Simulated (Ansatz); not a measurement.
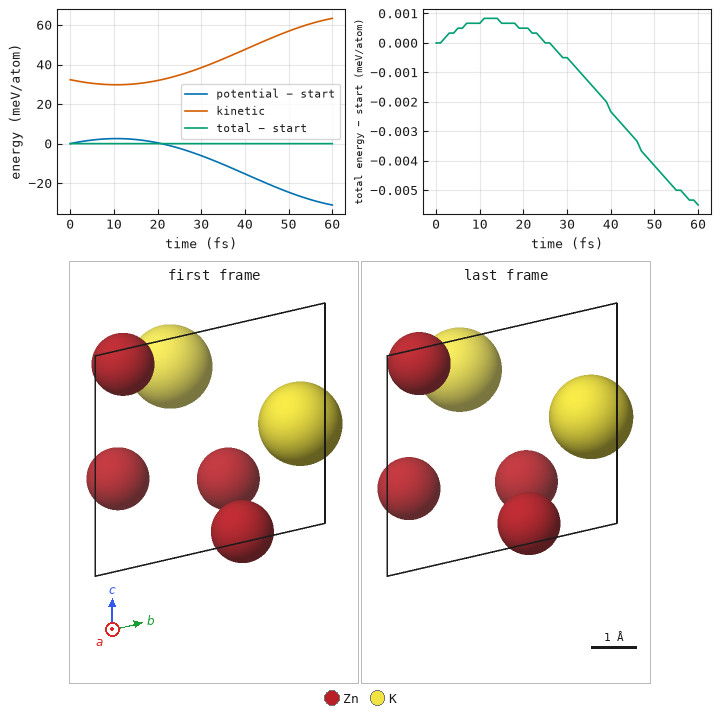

Molecular dynamics of an amorphous cell of composition KZn₂ (6 atoms in the cell), 60 fs long. The picture is a spheres-only view of the simulation cell, seen along the a axis.

Method: Ansatz, DFT, PAW plane waves, PBE. Run with plane-wave cutoff 420 eV; k-point mesh 3 × 3 × 3; Fermi-Dirac smearing 0.05 eV; constant energy (NVE); velocities drawn for 300 K; time step 1 fs.

**Is this trajectory numerically sound?**

The total energy stays between −0.0055 and 0.00083 meV per atom of its start. A straight-line fit has a slope that amounts to −0.0067 meV per atom over 60 fs (under 0.1 % of the mean kinetic energy), and the ripple about it is under 0.1 % of the kinetic energy's fluctuation. With a drift under 2 % and a ripple under 7 %, the integration is accurate. Over the second half the temperature averages 481 K (spread ±72 K). The starting point lies high in potential energy, and that energy turns into motion. The potential energy is still drifting at the end, so the run hasn't reached equilibrium. The potential energy in the second half lies on average 19.5 meV per atom below the first frame.

Limits of the set-up: the k-point mesh is coarse for a cell with partly filled bands; the periodic images lie only 5.0 Å apart, so the values are limited by the cell's size.

The run took 4 min on 2 threads of Arm Neoverse N1 (shared host), peak memory 0.47 GiB.
